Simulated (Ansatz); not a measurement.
Co (hcp, Mg type), scan of one atom of the cell

Starting cell, Co (hcp, Mg type):

```xyz
2
Lattice="2.4571 0.0000 0.0000 -1.2286 2.1279 0.0000 0.0000 0.0000 3.9682" Properties=species:S:1:pos:R:3 pbc="T T T"
Co     0.0000     1.4186     2.9761
Co     1.2286     0.7093     0.9920
```

Scan: atom 2 (Co, nearest neighbour Co at 2.439 Å; its periodic images, 2.5 Å or more away, move with it) is displaced along Cartesian [111], direction (0.577, 0.577, 0.577) in Cartesian axes, by s. The other atoms stay.

The numbers are results of PBEsol (plane waves to 420 eV, PAW, scalar-relativistic; Ansatz, a program for electronic structure), not measurements. k mesh 17×17×10 (Γ-centred), Fermi-Dirac smearing 0.05 eV. Energies are smeared free energies. With partly filled bands, energies and forces of such displacements shift with the k mesh and the smearing. Co was relaxed with its symmetry unable to fall. Relaxed Co ends ferromagnetic. The PAW data are Ansatz's earlier set. Other magnetic orders were not checked, so this need not be the ground state. The zero of ΔE is the undisplaced structure.

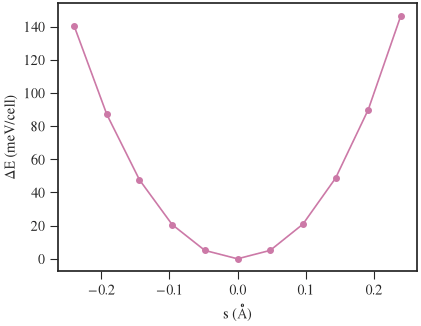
ΔE (meV/cell) against s (Å); one marker a computed point.

The force constant k = d²E/ds² at s = 0 (finite differences) comes out as 4.38 eV/Å². The energy at s = 0.240 Å is 147 meV/cell. Symmetry of the curve: not even: the positive side lies higher at ±0.240 Å. Harmonic estimate at the end of the scan: ½ks² = 126 meV/cell against the computed 147 meV/cell, so the well is stiffer than harmonic there. Shape of the curve: a single well with its minimum at or next to zero displacement.

With its periodic images moving along, the atom's site symmetry in this cell is -6m2.

(A displaced cell: forces are minus the slopes of the energy, force constants its curvatures, and phonons follow from these.)
